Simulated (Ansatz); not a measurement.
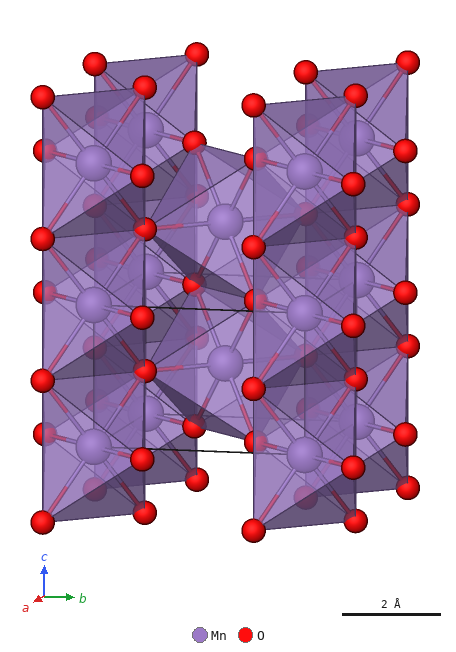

Reference structure: crystalline MnO2 (set up in P4_2/mnm). The picture is a polyhedral view of the cell of the calculation, repeated 1 × 1 × 2 with one cell outlined, seen slightly off an axis.

Method: Ansatz, DFT PBE+U, scalar-relativistic, plane waves, PAW. (plane-wave cutoff 420 eV; k-point mesh 8 × 8 × 12; occupations gaussian; smearing width 0.1 eV; U Mn 3.9 eV; collinear spin)

Now this is done to it. The volume is changed by +10.0 %. The cell's shape and the atoms are relaxed at that volume.

### What is the effect?

Cell: a = b 4.456 → 4.609 Å (+3.4 %), c 2.943 → 3.026 Å (+2.8 %). Volume +10.0 %. The largest moves relative to the cell, 0.012 Å, are those of O atoms. Mn stays in place. Some distances before and after: Mn–O 1.929 → 2.007 Å, Mn–O 1.913 → 1.964 Å. The space group stays P4_2/mnm (No. 136). The energy rises by 38.9 meV per atom. The pressure goes from 0.0 to −11.1 GPa. The absolute magnetisation per cell goes from 7.08 to 8.14 μB (net moment 6.06 and 6.01 μB).

The changed structure in the same view:

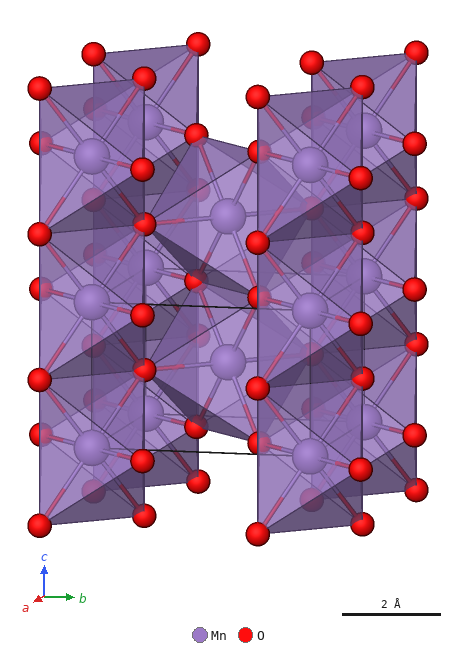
